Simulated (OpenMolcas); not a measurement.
# Run report: Ni³⁺, multiconfigurational calculation

System: Ni³⁺, among 2 point charges of −3 e at 1.73 Å, linear (D∞h), whose field is part of the energies.
Method: state-averaged SS-CASPT2, IPEA shift 0.25, imaginary shift 0.1 hartree, closed shells 3s 3p correlated, active space 7 electrons in the shell 3d, basis ANO-RCC-VDZP, DKH2 scalar Hamiltonian, spin-orbit coupling by RASSI with atomic mean-field integrals (OpenMolcas).

Summary:

- outcome: converged
- energy of the lowest spin-free term: −1522.91911 hartree
- energy of the lowest spin-orbit level: −1522.91977 hartree
- CASPT2 correlation energy: −0.3858 hartree
- largest spread among components of a term: 1.6 cm⁻¹
- lowest reference weight: 0.941
- hardware: 1 thread of Arm Neoverse V2, 24 GiB of memory available, shared host
- wall time: 2.5 s

Remarks:

Caveats: point charges lack covalency, field too small at true ligand charges; small active space favours high spin, ground spin may be wrong.

The input:
```
&GATEWAY
Coord
1

Ni 0.0 0.0 0.0
Basis=ANO-RCC-VDZP
Group=XYZ
NoMove
AngMom=0.0 0.0 0.0
AMFI
XField
1 Angstrom 0
0.000000 0.000000 1.730000 -3.000000
&SEWARD
&RASSCF
FileOrb=start.orb
Symmetry=1
Spin=4
nActEl=7 0 0
Inactive=3 6
Ras2=5 0
CIRoot=10 10 1
SDav=10
CIMx=300
Iter=120 100
PrWF=0.3
OrbListing=Nothing
MaxOrb=0
>>> COPY $Project.JobIph JOB001
&RASSCF
FileOrb=start.orb
Symmetry=1
Spin=2
nActEl=7 0 0
Inactive=3 6
Ras2=5 0
CIRoot=40 40 1
SDav=40
CIMx=300
Iter=120 100
PrWF=0.3
OrbListing=Nothing
MaxOrb=0
>>> COPY $Project.JobIph JOB002
&RASSI
NrOfJobIphs=2 10 40
1 2 3 4 5 6 7 8 9 10
1 2 3 4 5 6 7 8 9 10 11 12 13 14 15 16 17 18 19 20 21 22 23 24 25 26 27
28 29 30 31 32 33 34 35 36 37 38 39 40
IphNames
JOB001
JOB002
EJob
SpinOrbit
DIPRint=1.0
SOCoupling=1000.0
Subsets=2
Property=9
'ANGMOM' 1 'ANGMOM' 2 'ANGMOM' 3 'MLTPL  1' 1 'MLTPL  1' 2 'MLTPL  1' 3
'AMFI' 1 'AMFI' 2 'AMFI' 3
SOProperty=3
'ANGMOM' 1 'ANGMOM' 2 'ANGMOM' 3
>>> COPY JOB001 $Project.JobIph
&CASPT2
Multistate=10 1 2 3 4 5 6 7 8 9 10
NoMult
Frozen=2 3
IPEA=0.25
Imaginary=0.1
MaxIter=60
WThr=0.0 0.3 0.05
PrWF=0.5
NoMix
>>> COPY JOB002 $Project.JobIph
&CASPT2
Multistate=40 1 2 3 4 5 6 7 8 9 10 11 12 13 14 15 16 17 18 19 20 21 22
23 24 25 26 27 28 29 30 31 32 33 34 35 36 37 38 39 40
NoMult
Frozen=2 3
IPEA=0.25
Imaginary=0.1
MaxIter=60
WThr=0.0 0.3 0.05
PrWF=0.5
NoMix
```

The file start.orb holds starting orbitals from an earlier step. A driver script formed the levels outside the program, from RASSI's spin-orbit matrix and the CASPT2 energies (for multi-state variants, the effective Hamiltonian), averaged over the components of each term or state. The log and the time are those of the CASPT2 step.

Command:
```bash
OMP_NUM_THREADS=1 MOLCAS_MEM=1689 MOLCAS_PROJECT=a pymolcas a.inp > a.log  # once for each step of the input, in one work folder
```

Log (extracts):
```
--- CASPT2 ---
Orbital specifications:
      -----------------------

      Symmetry species                           1   2
                                                ag  au
      Frozen orbitals                            2   3
      Inactive orbitals                          1   3
      Active orbitals                            5   0
      Secondary orbitals                         7  13
      Deleted orbitals                           0   0
      Number of basis functions                 15  19
Type of calculation                        SS-CASPT2
      Fock operator                              state-specific
      IPEA shift                                 0.25
      Real shift                                 0.00
      Imaginary shift                            0.10
      The input orbitals will be transformed to quasi-canonical
Reference energy:       -1522.5332604942
      E2 (Non-variational):      -0.3857138582
      Shift correction:          -0.0001308849
      E2 (Variational):          -0.3858447430
      Total energy:           -1522.9191052372
      Residual norm:              0.0000000957
      Reference weight:           0.94588
      Contributions to the CASPT2 correlation energy
      Active & Virtual Only:         -0.1597334793
      One Inactive Excited:          -0.1656642592
      Two Inactive Excited:          -0.0603161197
Reference energy:       -1522.5229164245
      E2 (Non-variational):      -0.3783162380
      Shift correction:          -0.0001164765
      E2 (Variational):          -0.3784327145
      Total energy:           -1522.9013491390
      Residual norm:              0.0000001596
      Reference weight:           0.94782
      Contributions to the CASPT2 correlation energy
      Active & Virtual Only:         -0.1537641165
      One Inactive Excited:          -0.1670934142
      Two Inactive Excited:          -0.0574587073
::    CASPT2 Root  1     Total energy:  -1522.91910524
::    CASPT2 Root  2     Total energy:  -1522.90134914
::    CASPT2 Root  3     Total energy:  -1522.90134914
::    CASPT2 Root  4     Total energy:  -1522.88072279
::    CASPT2 Root  5     Total energy:  -1522.88072279
::    CASPT2 Root  6     Total energy:  -1522.87163911
::    CASPT2 Root  7     Total energy:  -1522.87163912
::    CASPT2 Root  8     Total energy:  -1522.79541151
::    CASPT2 Root  9     Total energy:  -1522.73473986
::    CASPT2 Root 10     Total energy:  -1522.73473984
--- CASPT2 ---
Orbital specifications:
      -----------------------

      Symmetry species                           1   2
                                                ag  au
      Frozen orbitals                            2   3
      Inactive orbitals                          1   3
      Active orbitals                            5   0
      Secondary orbitals                         7  13
      Deleted orbitals                           0   0
      Number of basis functions                 15  19
Type of calculation                        SS-CASPT2
      Fock operator                              state-specific
      IPEA shift                                 0.25
      Real shift                                 0.00
      Imaginary shift                            0.10
      The input orbitals will be transformed to quasi-canonical
Reference energy:       -1522.4411043686
      E2 (Non-variational):      -0.3819075218
      Shift correction:          -0.0000908858
      E2 (Variational):          -0.3819984077
      Total energy:           -1522.8231027763
      Residual norm:              0.0000003051
      Reference weight:           0.94968
      Contributions to the CASPT2 correlation energy
      Active & Virtual Only:         -0.1542371442
      One Inactive Excited:          -0.1698727695
      Two Inactive Excited:          -0.0577976081
Reference energy:       -1522.4411043686
      E2 (Non-variational):      -0.3819075192
      Shift correction:          -0.0000908858
      E2 (Variational):          -0.3819984050
      Total energy:           -1522.8231027736
      Residual norm:              0.0000003051
      Reference weight:           0.94968
      Contributions to the CASPT2 correlation energy
      Active & Virtual Only:         -0.1542371409
      One Inactive Excited:          -0.1698727694
      Two Inactive Excited:          -0.0577976089
::    CASPT2 Root  1     Total energy:  -1522.82310278
::    CASPT2 Root  2     Total energy:  -1522.82310277
::    CASPT2 Root  3     Total energy:  -1522.82699530
::    CASPT2 Root  4     Total energy:  -1522.81459057
::    CASPT2 Root  5     Total energy:  -1522.81459655
::    CASPT2 Root  6     Total energy:  -1522.81370868
::    CASPT2 Root  7     Total energy:  -1522.80974720
::    CASPT2 Root  8     Total energy:  -1522.80974719
::    CASPT2 Root  9     Total energy:  -1522.81021748
::    CASPT2 Root 10     Total energy:  -1522.81022081
::    CASPT2 Root 11     Total energy:  -1522.79982259
::    CASPT2 Root 12     Total energy:  -1522.79982592
::    CASPT2 Root 13     Total energy:  -1522.80388487
::    CASPT2 Root 14     Total energy:  -1522.80388487
::    CASPT2 Root 15     Total energy:  -1522.77655041
::    CASPT2 Root 16     Total energy:  -1522.77654322
::    CASPT2 Root 17     Total energy:  -1522.76421113
::    CASPT2 Root 18     Total energy:  -1522.76421059
::    CASPT2 Root 19     Total energy:  -1522.76610635
::    CASPT2 Root 20     Total energy:  -1522.76610637
::    CASPT2 Root 21     Total energy:  -1522.76064339
::    CASPT2 Root 22     Total energy:  -1522.74399168
::    CASPT2 Root 23     Total energy:  -1522.74399168
::    CASPT2 Root 24     Total energy:  -1522.73419651
::    CASPT2 Root 25     Total energy:  -1522.71269349
::    CASPT2 Root 26     Total energy:  -1522.71269327
::    CASPT2 Root 27     Total energy:  -1522.67986872
::    CASPT2 Root 28     Total energy:  -1522.67986872
::    CASPT2 Root 29     Total energy:  -1522.66092441
::    CASPT2 Root 30     Total energy:  -1522.66677377
```

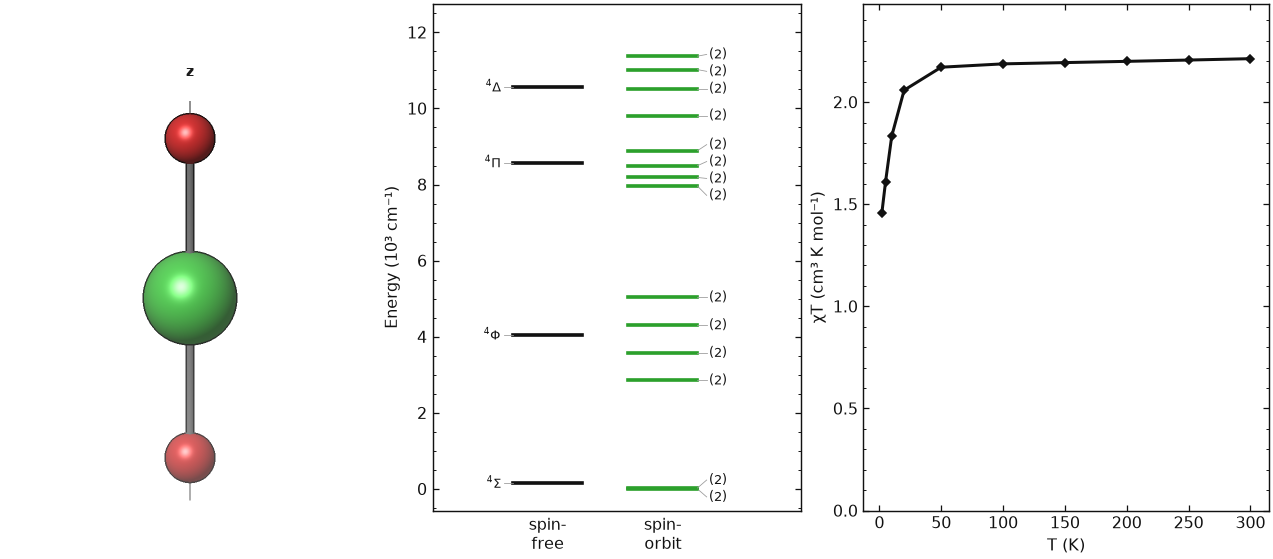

Ni³⁺ (3d⁷) among 2 point charges of −3 e at 1.73 Å, arranged as: linear (D∞h), with its levels and susceptibility. Labels give the representation in O, Td, D4 or D3 as the site allows (double group for half-integer spin) where it could be assigned and, in brackets, the degeneracy; spin-free states, where drawn, share the zero of the spin-orbit levels. Powder susceptibility by Van Vleck's formula. The ground level is a Kramers doublet, 100 % from states of spin multiplicity 4. Its principal g values are 2.00, 4.44 and 4.44, easy-plane. The next level lies at 25 cm⁻¹. The lowest spin-free state is ⁴Σ; of the same spin there follow at 3,900 cm⁻¹ (⁴Φ), 8,420 cm⁻¹ (⁴Π) and 10,400 cm⁻¹ (⁴Δ) above it. χT is 1.46 cm³ K mol⁻¹ at 2 K and 2.21 at 300 K, an effective moment of 4.21 μB.
